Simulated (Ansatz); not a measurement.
# FH₄SbSi: taking an electron away

How much energy removes an electron from FH₄SbSi at fixed geometry? The cation is run at each level and the neutral's energy taken from earlier runs.

Program: Ansatz 0.2.0, Gaussian basis. Level of theory: unrestricted cation, the program's frozen cores in correlated methods. These are calculated values, not measurements.

The runs, in order: UKS PBE-D4/def2-TZVPP; UKS r2SCAN-D4/def2-TZVPP; UKS PBE0-D4/def2-TZVPP; UKS B3LYP-D4/def2-TZVPP; UKS wB97X-V/def2-TZVPP; UKS wB97M-V/def2-TZVPP; UKS B2PLYP/def2-TZVPP; UHF-CCSD(T)/def2-TZVPP; UHF-MP2/def2-QZVPP; extrapolation to the limit; then −ε(HOMO) from the neutral's earlier runs with LDA (SPW92), PBE-D4, revPBE-D4, BLYP-D4, r2SCAN-D4, B97M-V, PBE0-D4, B3LYP-D4, r2SCANh-D4, r2SCAN0-D4, HSE06-D4, BHLYP-D4, CAM-B3LYP-D4, LC-ωPBE, ωB97X-V, ωB97M-V.

## Step 1: The relaxed structure

All runs share one geometry, relaxed beforehand with PBE0-D4 in a triple-zeta def2 set. Sb takes the def2 core potential; no spin-orbit term is included.

SMILES `[F][SbH][SiH3]`, 7 atoms, charge 0, spin multiplicity 1.

Atoms are counted from 1 here; the program's logs count them from 0.

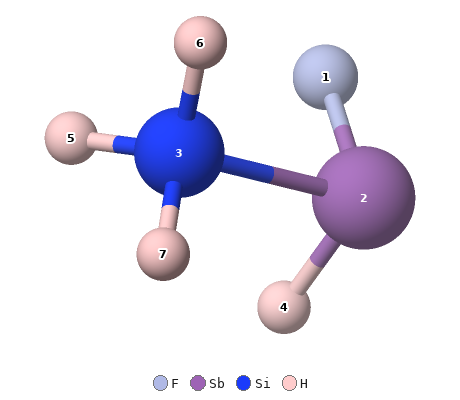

The structure; fluorine light blue, antimony purple, silicon blue, hydrogen pink; atoms are numbered from 1 in the order of the file.

## Step 2: Cation, UKS PBE-D4/def2-TZVPP

in.yaml reads:

```yaml
crystal:
  periodic: [false, false, false]
  atoms:
    - {symbol: F, position_ang: [-0.574821, -2.152168, 1.092010]}
    - {symbol: Sb, position_ang: [-1.480974, -0.853296, -0.010709]}
    - {symbol: Si, position_ang: [0.472104, 0.847479, 0.081587]}
    - {symbol: H, position_ang: [-0.845469, -1.469847, -1.482269]}
    - {symbol: H, position_ang: [1.773877, 0.166131, -0.127461]}
    - {symbol: H, position_ang: [0.469611, 1.541551, 1.394994]}
    - {symbol: H, position_ang: [0.246973, 1.852353, -0.993852]}
basis:
  gaussian: {orbitals: def2-TZVPP}
total_charge: 1
magnetization: {spin_polarized: true, initial_magnetization: 1}
hamiltonian: {xc: pbe, dispersion: d4}
```

The run is started by

```
$ ansatz run in.yaml --threads 4 --pin off --events-out ev --progress --plain --max-ram 10444MiB
```

After this run come: Cation, UKS r2SCAN-D4/def2-TZVPP; Cation, UKS PBE0-D4/def2-TZVPP; Cation, UKS B3LYP-D4/def2-TZVPP; Cation, UKS wB97X-V/def2-TZVPP; Cation, UKS wB97M-V/def2-TZVPP; Cation, UKS B2PLYP (frozen core)/def2-TZVPP; Cation, UHF-CCSD(T)/def2-TZVPP; Cation, UHF-MP2/def2-QZVPP.

**Question.** What will the summary of the whole plan be? Wanted: ionisation energy, CCSD(T)/CBS; nearest functional by difference; nearest −ε(HOMO); −ε(HOMO) of PBE; T1 of the cation.

As calculated:

| quantity | value |
| --- | --- |
| ionisation energy, CCSD(T)/CBS | 9.61 eV |
| nearest functional by difference | B3LYP-D4 (-0.16 eV) |
| nearest −ε(HOMO) | ωB97X-V (-0.15 eV) |
| −ε(HOMO) of PBE | 6.31 eV |
| T1 of the cation | 0.019 |

By cation minus neutral, the functionals miss by 0.38 eV at most. −ε(HOMO) of PBE misses by 3.3 eV, since self-interaction lifts the level. Among orbital estimates ωB97X-V comes nearest. Hartree-Fock falls 0.96 eV short, as the neutral has more correlation energy than the cation. The cation may have settled in a state other than its lowest; no search over hole states beyond the program's own was made. Correlated methods include outer-core shells of Sb, which these sets cover unevenly. With outer-core shells in play the reference is unsure by up to some tenths of an eV, so close misses can't be ranked.
